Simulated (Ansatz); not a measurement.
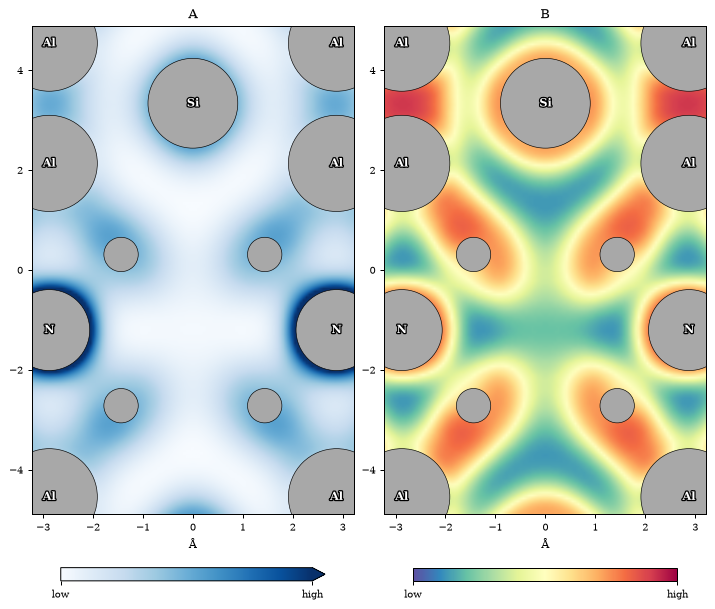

Al$_{2}$Si$_{3}$N: 2 fields on the (100) plane of the conventional cell, with unlabelled colour scales. Grey discs cover the atomic cores.

Space group R-3m; a structure generated by program, which may or may not match a known phase; computed without spin polarisation.

The calculation used Ansatz, DFT PBE, scalar-relativistic, plane waves, PAW.

```
Al Si N
1.0
     5.75256    0.00000    0.00000
    -2.87628    4.98186    0.00000
     0.00000    0.00000    9.08350
Al Si N
6 9 3
Direct
  0.33333 0.66667 0.29921
  0.00000 0.00000 0.63255
  0.66667 0.33333 0.96588
  0.33333 0.66667 0.03412
  0.00000 0.00000 0.36745
  0.66667 0.33333 0.70079
  0.83333 0.16667 0.16667
  0.50000 0.50000 0.50000
  0.16667 0.83333 0.83333
  0.33333 0.16667 0.16667
  0.00000 0.50000 0.50000
  0.66667 0.83333 0.83333
  0.83333 0.66667 0.16667
  0.50000 0.00000 0.50000
  0.16667 0.33333 0.83333
  0.00000 0.00000 0.00000
  0.66667 0.33333 0.33333
  0.33333 0.66667 0.66667
```

Q: Match the panels to the quantities (electron localisation function and valence pseudo-density).

A: Panel A: valence pseudo-density. Panel B: electron localisation function. From the grid: Al–Al (2.41 Å): the density is about 0.36 e/Å³ at the midpoint; the ELF peaks at about 0.90 between the atoms.
